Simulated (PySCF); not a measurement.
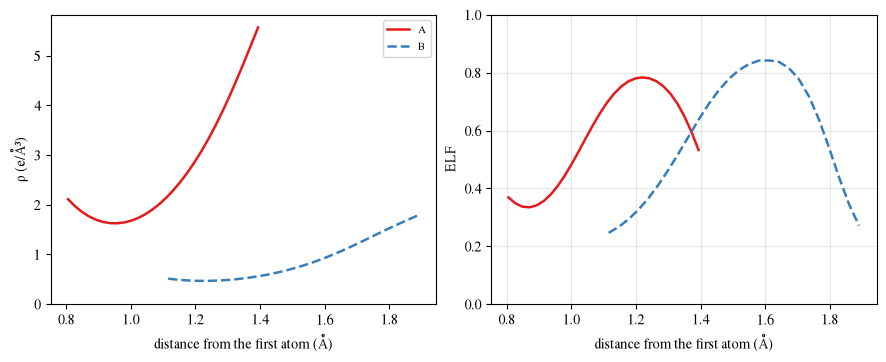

The picture shows: ClO3Os (charge −1). Electron density and electron localisation function along straight lines between neighbouring atoms. The curves leave out the atomic cores.

Core potentials replace the inner electrons of Os.

Computed with RKS BP86, Os def2-SVP with ECP60, O def2-SVP, Cl def2-SVP; non-relativistic Hamiltonian with scalar-relativistic core potentials where named; density fitting in PySCF 2.14.0.

The calculation's input:

```
mol = gto.M(atom='''
Os     0.00000     0.23635     0.03421
O      1.62206    -0.02297     0.63418
O      0.00000     1.84224    -0.64105
O     -1.62206    -0.02297     0.63418
Cl     0.00000    -2.18579    -0.49302''',
    basis={'Os': 'def2-SVP', 'O': 'def2-SVP', 'Cl': 'def2-SVP'},
    ecp={'Os': 'def2-SVP'},
    charge=-1, spin=0)
mf = dft.RKS(mol, xc='B88,P86')
mf.grids.atom_grid = (75, 302)  # f atoms: at least (60, 302), unpruned
mf = mf.density_fit()  # Os def2-universal-JKFIT, O def2-universal-JKFIT, Cl def2-universal-JKFIT
mf.conv_tol = 1e-09; mf.max_cycle = 55
mf.kernel(dm0)
```

Launched as:

```sh
OMP_NUM_THREADS=2 python run.py
```

Which curve belongs to which contact (Os–Cl and Os–O)? The first atom named is at distance zero.

Answer. Curve A: Os–O (1.74 Å): the density is about 1.8 e/Å³ at the midpoint; the ELF peaks at about 0.80 in the valence shell of O, 0.5 Å from its nucleus, and drops to about 0.35 between the two atoms. Curve B: Os–Cl (2.48 Å): the density is about 0.47 e/Å³ at the midpoint; the ELF peaks at about 0.85 in the valence shell of Cl, 0.9 Å from its nucleus, and is about 0.35 at the midpoint.
